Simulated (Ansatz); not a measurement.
# C2H5NOSi: the cost of one run

All numbers are computed with the Python package of Ansatz 0.2.0. Level of theory: B3LYP+D4/def2-SVP.

## Step 1: The structure

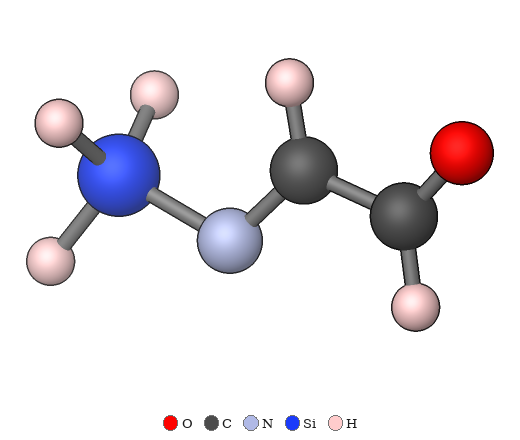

The starting structure, viewed from a chosen angle; oxygen red, carbon dark grey, nitrogen light blue, silicon blue, hydrogen pink.

No structure file is read: the coordinates are typed or built in the script.

## Step 2: Script

Input file c2h5nosi_spin.py:

```python
"""Gap between spin states of C2H5NOSi at one geometry."""

import ansatz as az
from ase import Atoms

atoms = Atoms(["O", "C", "C", "N", "Si", "H", "H", "H", "H", "H"], positions=[
    (-2.6746, 0.5601, 1.3633),
    (-1.6679, 1.0353, 0.9257),
    (-0.7033, 0.0943, 0.3057),
    (0.5187, 0.5715, -0.1297),
    (1.5207, -0.6342, -0.8254),
    (-1.3578, 2.1111, 0.9456),
    (-0.9702, -0.9617, 0.3124),
    (0.8451, -1.2704, -1.9322),
    (1.8197, -1.6051, 0.2901),
    (2.7527, 0.0479, -1.2525),
])
geometry = az.Crystal.molecule_from_ase(atoms)

model = geometry.calculation()
model = model.basis(gaussian="def2-SVP")
model = model.functional("B3LYP", dispersion="d4")
found = {}
for unpaired in [0, 2, 4]:
    r = model.spin("collinear", total=unpaired).run(threads=1, pin="off").report
    s = unpaired / 2
    found[unpaired] = r["free_energy_ev"]
    print(f"2S+1 = {unpaired + 1}: E = {found[unpaired]:.5f} eV, <S^2> = {abs(r['mean_field']['state']['spin_squared']):.3f} (pure state {s * (s + 1):.2f})")
lowest = min(found, key=found.get)
for unpaired, e in found.items():
    print(f"multiplicity {unpaired + 1}: {96.485332 * (e - found[lowest]):.1f} kJ/mol above the lowest")
```

## Step 3: Launch

On the command line:

```
$ python c2h5nosi_spin.py
```

Q: Estimate wall time and peak memory on 1 thread of Arm Neoverse V1, shared host.

About 29 s, with a peak of 0.34 GiB.
